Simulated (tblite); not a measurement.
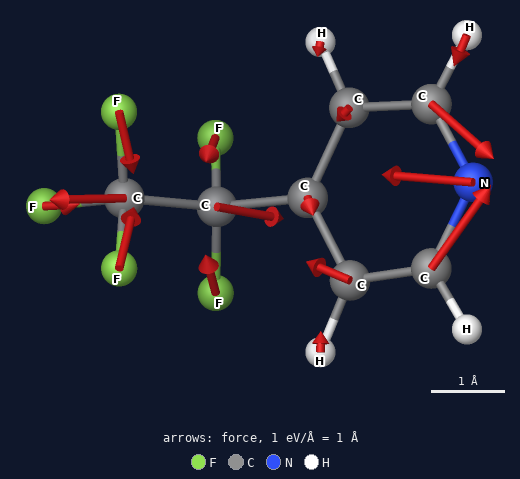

Starting geometry of C7H4F5N with the computed forces as red arrows. The picture is a ball-and-stick view, seen at a tilt.

Level of theory: GFN2-xTB geometry optimisation, gas phase in tblite 0.8.0. 

**What follows when this structure is relaxed?**

It isn't relaxed: the largest force vector, on the N atom, is 1.55 eV/Å. The final displacements follow the starting forces only in part (cosine between the two patterns 0.36). The energy falls by 3.20 kcal/mol in 37 geometry steps. The largest moves after the best rigid fit, 0.090 Å, are those of F atoms. Largest moves by element: F 0.090 Å, N 0.059 Å, H 0.047 Å, C 0.043 Å. Some distances before and after: C–F 1.370 → 1.336 Å, C–N 1.347 → 1.320 Å, C–C 1.530 → 1.555 Å, C–F 1.378 → 1.354 Å. Bond angles that change, for instance: F–C–F 103.8° → 106.3°, C–C–C 112.6° → 110.4°. The run took 0.27 s on 2 threads of Intel(R) Xeon(R) Platinum 8488C, on a shared host.
